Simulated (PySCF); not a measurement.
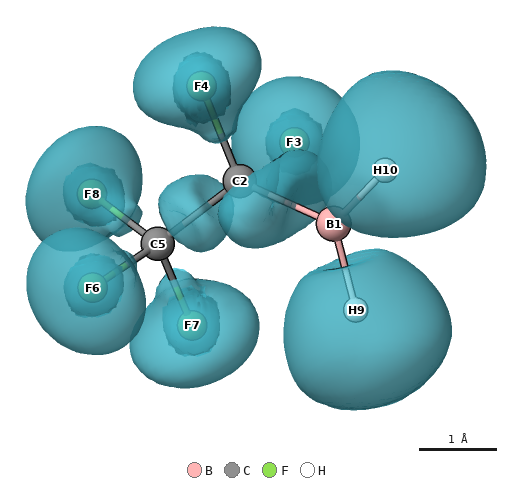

Figure 1: C$_{2}$H$_{2}$BF$_{5}$ (charge −1, doublet). Isosurface of the electron localisation function at 0.75 (cyan), seen at a tilt. Only the valence region is drawn (cores and ρ < 0.01 e/Å³ removed).

Geometry: GFN2-xTB; at this geometry the atoms fall into two loosely joined parts.

Method: UKS B3LYP, pcH-1 on B C F H, non-relativistic, mean-field spin-orbit, GIAO in PySCF 2.14.0, density-fitted response routines.

```xyz
10

B     1.4497   -0.5701   -0.0512
C     0.3053    0.3312    0.2521
F     0.1275    1.4150   -1.5416
F     0.4283    1.4116    1.0860
C    -1.1247   -0.0506    0.1389
F    -1.5386   -0.8227    1.2280
F    -1.4062   -0.8330   -0.9099
F    -2.0162    0.9518    0.1321
H     1.2510   -1.5660   -0.6388
H     2.5327   -0.2626    0.2818
```

Describe the localisation domains.

The surface consists of one region between bonded B–C atoms (shared pairs), one region between bonded C–C atoms (shared pairs), two regions around hydrogen nuclei, four regions on F in which the atom's valence shell and bonds are merged and one region wrapped around F (its valence shell). Profiles from the grid: C–F (1.34 Å): the ELF peaks at about 0.85 between the atoms; a polar covalent bond. C–C (1.48 Å): the ELF peaks at about 1 between the atoms: a covalent bond.
